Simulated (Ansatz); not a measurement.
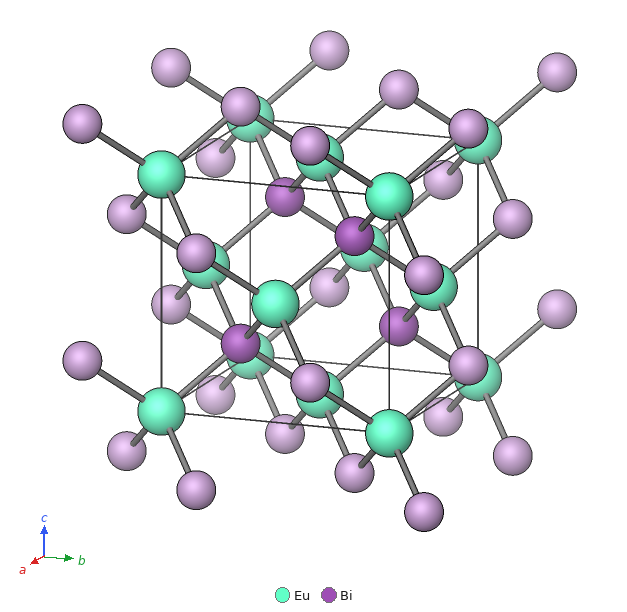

Structure drawing (ball-and-stick), viewed slightly off an axis. The edges of the conventional unit cell are marked. Bonds that leave the box are completed with the atoms at their other ends, in fainter colours.

EuBi, zinc blende (sphalerite type), space group F-43m (No. 216), a = 7.422 Å, b = 7.422 Å, c = 7.422 Å, α = 90.00°, β = 90.00°, γ = 90.00°. The structure was taken from a structure type filled with these elements by a generator (whether the compound takes this form wasn't checked). Earlier steps of the study may have refined or changed the cell and positions. Ansatz was used for an electronic-structure calculation on it.

This one geometry was computed with Ansatz (DFT, plane waves, PAW) at five levels of theory: PBEsol, PBE with spin-orbit coupling, LDA, PBE and r2SCAN.

> Which level gives the highest pressure at this volume, and what does that say about its equilibrium volume?

Highest: PBE with spin-orbit coupling (0.0 GPa), PBE (0.0 GPa) and r2SCAN (-0.2 GPa), which points to the largest equilibrium volume. Lowest, with the smallest volume: LDA (-2.1 GPa). Levels within 0.5 GPa of each other can't be told apart.

> How does the band gap change with the level of theory?

All levels give a metal.

> Collect the results in a table.

| level | cutoff (eV) | k-mesh of the run's cell | gap (eV) | pressure (GPa) | absolute moment (μB/atom) |
| --- | --- | --- | --- | --- | --- |
| PBEsol | 420 | 8×8×8 | metal | -1.2 | 3.64 |
| PBE with spin-orbit coupling | 420 | 8×8×8 | metal | 0.0 | 3.47 |
| LDA | 420 | 8×8×8 | metal | -2.1 | 3.63 |
| PBE | 420 | 8×8×8 | metal | 0.0 | 3.66 |
| r2SCAN | 500 | 8×8×8 | metal | -0.2 | 3.72 |

Gaps are taken on the k-mesh or band path of each run.
